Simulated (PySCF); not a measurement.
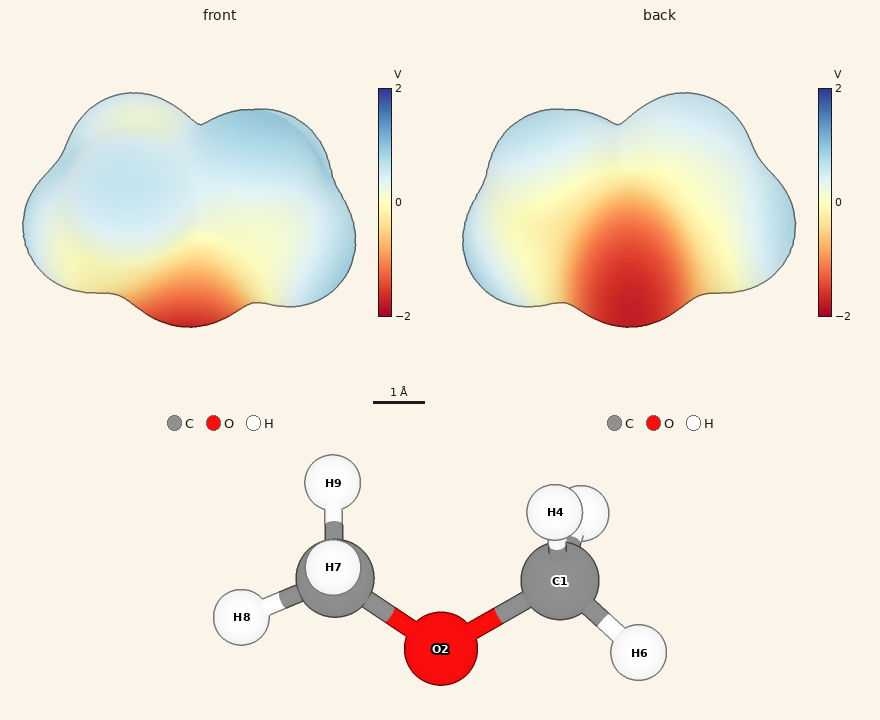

Figure. C$_{2}$H$_{6}$O (dimethyl ether). The molecular electrostatic potential painted on the density surface at 0.002 e/bohr³, seen from the front and from behind; red is negative and blue positive. The bare structure is drawn below in the same view.

Geometry: GFN2-xTB, MD frame at 250 fs, 300 K.

Level of theory: PBE0/pcSseg-1, SCF density, gas phase, non-relativistic in PySCF 2.14.0.

```yaml
atoms:
  - { symbol: C, position_ang: [1.0067, -0.3747, 0.7221] }
  - { symbol: O, position_ang: [0.2504, -0.2036, -0.5309] }
  - { symbol: C, position_ang: [-1.0985, -0.5104, -0.3563] }
  - { symbol: H, position_ang: [0.5829, -1.0752, 1.4314] }
  - { symbol: H, position_ang: [0.9101, 0.5621, 1.3320] }
  - { symbol: H, position_ang: [2.0860, -0.5715, 0.4666] }
  - { symbol: H, position_ang: [-1.2218, -1.5914, -0.1199] }
  - { symbol: H, position_ang: [-1.7599, -0.2335, -1.2270] }
  - { symbol: H, position_ang: [-1.5670, 0.1596, 0.4377] }
```

### Which sites attract a positive test charge, and which a negative one?

A positive charge is drawn to the negative regions and a negative charge to the positive ones. The most negative region (about −1.7 V, or −39 kcal/mol for a unit charge) lies over O2, the most positive (about +0.9 V, or +21 kcal/mol for a unit charge) over C1, H4 and H6. O2 is the likeliest acceptor of a hydrogen bond.
